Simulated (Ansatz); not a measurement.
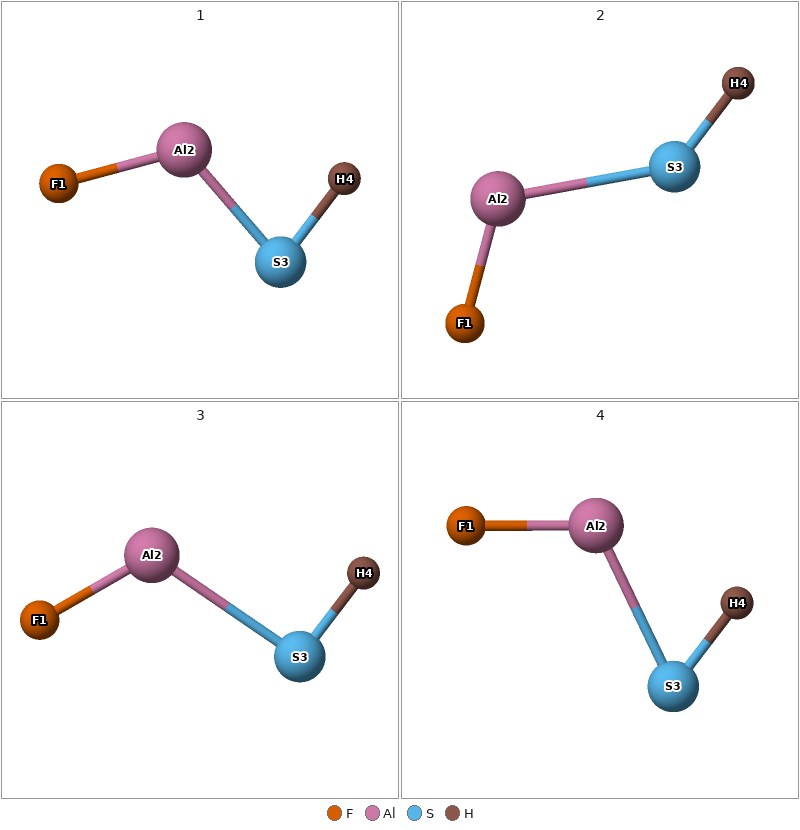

AlFHS, SMILES [F][Al][SH], spin multiplicity 2. First axis: bond length Al2–S3. Second axis: angle Al2–S3–H4. Nothing is relaxed (all other coordinates rigid). The grid has 7 × 7 points. Energies: eV, counted from the relaxed molecule at the same level. These are results of UKS r2SCAN-D4/def2-TZVP (Ansatz 0.2.0), not measurements.

The numbered pictures are structures from this grid.

Q: Which is the most stable, and how do the others follow?

A: 3, at bond length Al2–S3 = 2.287 Å, angle Al2–S3–H4 = 92.6°: 0.043 eV; 4, at bond length Al2–S3 = 2.287 Å, angle Al2–S3–H4 = 62.6°: 0.42 eV; 2, at bond length Al2–S3 = 2.287 Å, angle Al2–S3–H4 = 137.6°: 0.67 eV; 1, at bond length Al2–S3 = 1.891 Å, angle Al2–S3–H4 = 77.6°: 1.06 eV.

The map, with the structures marked:

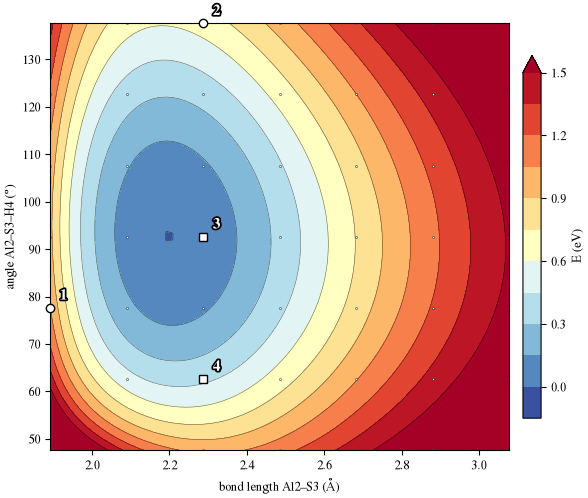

The picture shows filled contours, dots at the grid points, one colour for all values above the top of the scale. Between grid points the surface is interpolated.
